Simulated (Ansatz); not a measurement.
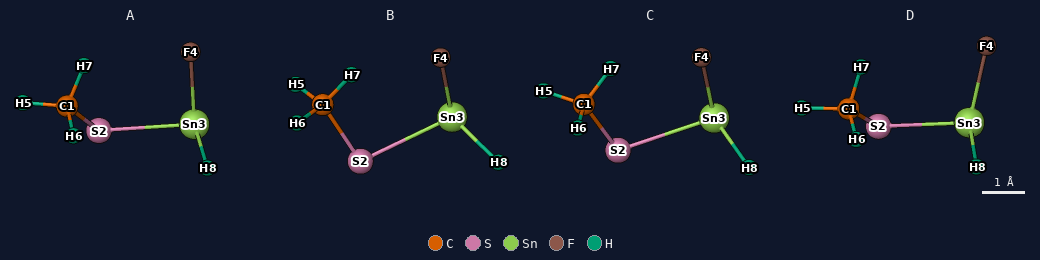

4 geometries from one relaxation of CH4FSSn (multiplicity 2) (coarse preliminary run), in shuffled order. A ball-and-stick model, seen face on.

The start comes from a force field.

Level of theory: UKS PBE-D4/def2-SVP in Ansatz. Set-up: force threshold 0.03 eV/Å; at most 200 steps.

**Put them in the order of the run, from the start to the converged end.**

D, A, C, B. They are steps 0, 5, 9, 15, at +0.456 eV, +0.171 eV, +0.055 eV relative to the last. The atom that moves furthest after the best rigid fit is H8 (1.26 Å). Largest moves by element: H 1.26 Å, S 1.19 Å, F 0.82 Å, Sn 0.27 Å, C 0.18 Å. Near-neighbour distances that change, for instance: S2–Sn3 2.393 → 2.488 Å, C1–H5 1.163 → 1.108 Å, Sn3–H8 1.734 → 1.788 Å, C1–H6 1.059 → 1.109 Å. Bond angles that change, for instance: S2–Sn3–F4 110.5° → 98.5°, C1–S2–Sn3 91.6° → 98.7°, S2–Sn3–H8 111.2° → 105.8°. Groups turn about C1–S2 by about 75°, S2–Sn3 by about 75°. After 14 accepted moves (15 points after the start) the energy has fallen by 0.456 eV. The largest force component goes from 2.8 to 0.025 eV/Å. The line search rejected the trial step at point 13 of the run.
